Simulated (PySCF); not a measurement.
# C5H8AlF: excited-state calculation

The run: excited-state calculation of C5H8AlF, SMILES CC#CC[CH2][AlH][F]. Method and program: TDDFT PBE0/def2-SVPD, vertical, gas phase, core orbitals frozen in the response (PySCF 2.14.0).

The geometry comes from this level: GFN2-xTB.

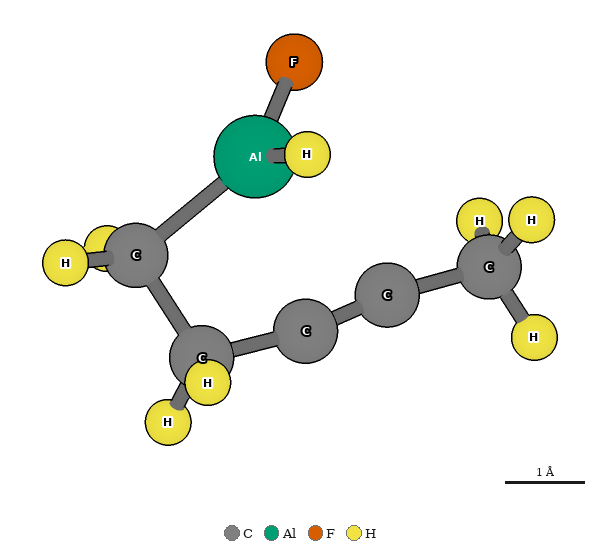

Figure 1. The input geometry (ball-and-stick view, seen at a tilt). Sticks mark near contacts. Bond lengths as drawn: Al–C 2.01 Å, Al–F 1.65 Å, Al–H 1.53 Å, C–C 1.21 to 1.55 Å and C–H 1.09 to 1.10 Å.

Results in brief

```tsv
quantity	value
outcome	converged
total energy	−536.904599 hartree
HOMO	−7.44 eV
LUMO	0.13 eV
dipole moment	2.91 D
mean polarisability	81.73 a.u.
lowest singlet excitation	6.19 eV
hardware	1 CPU thread, shared host
wall time	43 s
peak memory	0.86 GiB
```

Input file
```
{"job": {"kind": "uv", "xc": "PBE0", "basis": "def2-SVPD", "nstates": 6, "ntriplets": 2}, "charge": 0, "multiplicity": 1}
C      2.493468     0.791950    -0.242754
C      1.280718     0.052935     0.041081
C      0.371067    -0.692196     0.325767
C     -0.853093    -1.435223     0.556649
C     -1.951451    -0.720146    -0.278331
Al    -1.190846     1.127983    -0.082675
F     -0.745986     2.106819    -1.338552
H      2.478390     1.741409     0.290700
H      2.561101     0.993055    -1.311176
H      3.365829     0.218890     0.071267
H     -0.726393    -2.484486     0.275231
H     -1.096383    -1.392265     1.621243
H     -2.936393    -1.030591     0.080610
H     -1.883528    -1.085122    -1.314204
H     -1.170915     1.814977     1.283234
```

The first line tells a small driver script what to run in PySCF; the rest is the geometry in Å.

Run as:
```bash
OMP_NUM_THREADS=1 python <driver script> task.json out
```

Output
```
coarse grid: 13104 points
cycle   1  E = -536.7419112673  dE =  6.016e-01  |g| = 6.419e-01  |ddm| = 7.606e+00
cycle   2  E = -536.6543722566  dE =  8.754e-02  |g| = 9.856e-01  |ddm| = 1.929e+00
cycle   3  E = -536.8247091009  dE = -1.703e-01  |g| = 9.155e-02  |ddm| = 8.541e-01
cycle   4  E = -536.8262963962  dE = -1.587e-03  |g| = 3.646e-02  |ddm| = 2.079e-01
cycle   5  E = -536.8266126293  dE = -3.162e-04  |g| = 9.469e-03  |ddm| = 6.134e-02
cycle   6  E = -536.8266284897  dE = -1.586e-05  |g| = 5.223e-03  |ddm| = 2.554e-02
cycle   7  E = -536.8266349058  dE = -6.416e-06  |g| = 1.364e-03  |ddm| = 9.749e-03
final grid: 122512 points
cycle   8  E = -536.9045844643  dE = -3.061e-05  |g| = 7.393e-03  |ddm| = 1.152e-01
cycle   9  E = -536.9045726897  dE =  1.177e-05  |g| = 1.005e-02  |ddm| = 2.665e-02
cycle  10  E = -536.9045978127  dE = -2.512e-05  |g| = 2.270e-03  |ddm| = 1.547e-02
cycle  11  E = -536.9045990911  dE = -1.278e-06  |g| = 3.137e-04  |ddm| = 3.675e-03
cycle  12  E = -536.9045991126  dE = -2.152e-08  |g| = 1.167e-04  |ddm| = 8.425e-04
cycle  13  E = -536.9045991156  dE = -2.996e-09  |g| = 2.641e-05  |ddm| = 2.398e-04
cycle  14  E = -536.9045991157  dE = -1.247e-10  |g| = 1.096e-05  |ddm| = 5.802e-05
```

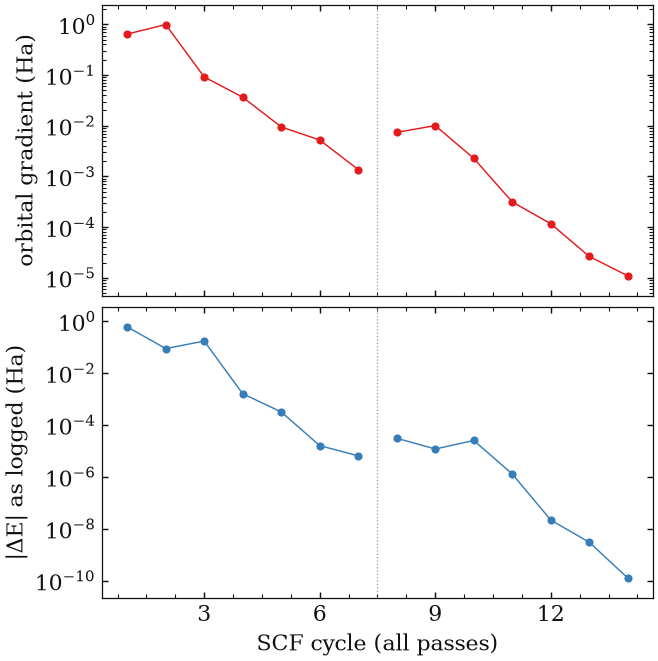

Figure 2. Convergence of the self-consistent field: orbital gradient and size of the energy change against the SCF cycle. The dotted line marks the change from a coarse to the final integration grid. The first 7 cycles use a coarse grid, the final grid takes over at cycle 8, and the field converges after 14 cycles in all.

```
converged SCF energy = -536.9045991157

Static polarisability (au): isotropic 81.727, principal 65.567 77.802 101.812

Singlet excitations
state   eV       nm        f      main configurations
  1   6.1866    200.4   0.00213   H->L+1 0.58, H-1->L+1 0.17, H->L 0.14
  2   6.2850    197.3   0.00828   H->L 0.81, H->L+1 0.13
  3   6.6722    185.8   0.00227   H-1->L+1 0.55, H->L+1 0.21
  4   6.7768    183.0   0.00558   H->L+2 0.71, H->L+3 0.11
  5   6.9096    179.4   0.01903   H-2->L+1 0.30, H->L+3 0.20, H-1->L 0.14
  6   7.1317    173.8   0.00554   H->L+3 0.41, H-2->L+3 0.12, H-1->L 0.12

Triplet excitations (Tamm-Dancoff, eV): 5.4907 5.7373
```

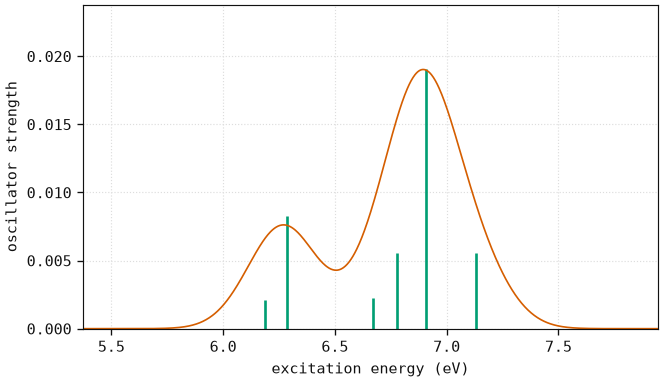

Figure 3. Computed excitations as sticks (degenerate states added up, dark ones marked on the axis), with a Gaussian envelope of 0.35 eV full width at half maximum, scaled to the tallest. Of the 6 states the lowest lies at 6.19 eV (f = 0.002); the strongest line is at 6.91 eV, or 179 nm (f = 0.019).

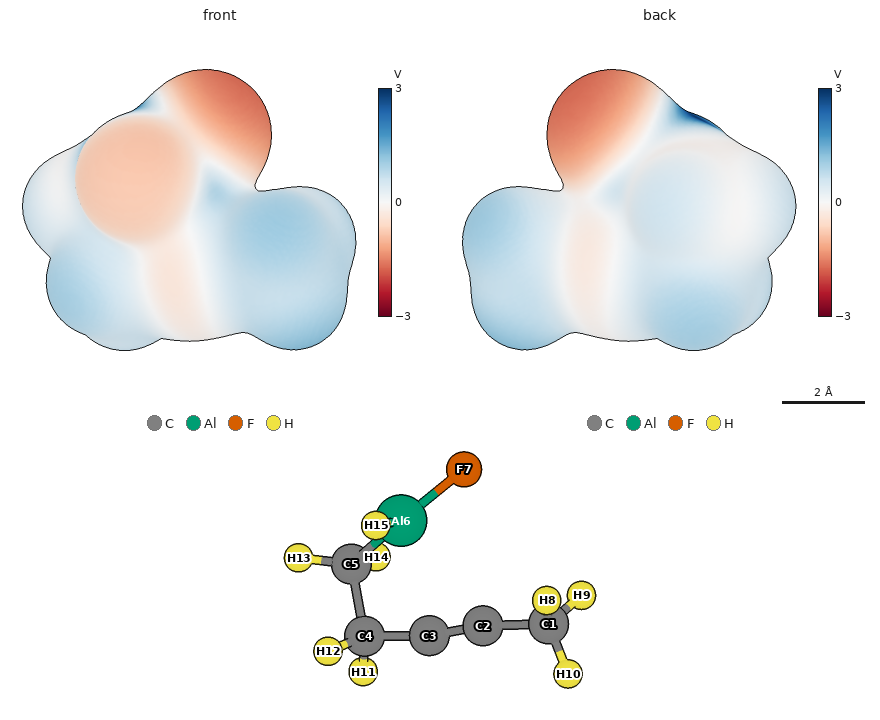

Figure 4. The electrostatic potential painted on the density surface at 0.002 e/bohr³, seen at a tilt and from behind; the colour scale runs from red (negative) to blue (positive). The bare structure is drawn below in the same view. Its dipole moment is 2.91 D.

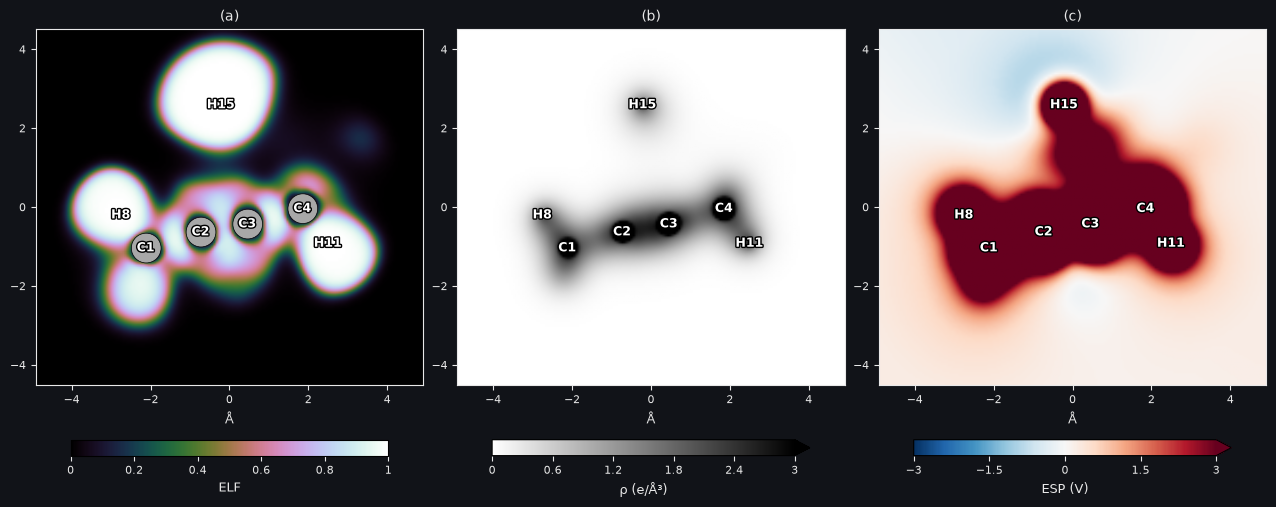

Figure 5. (a) ELF; (b) total electron density; (c) electrostatic potential on the plane of atoms C3, C4 and H11. Grey discs, where drawn, cover atomic cores. Atoms in the plane: C and H.
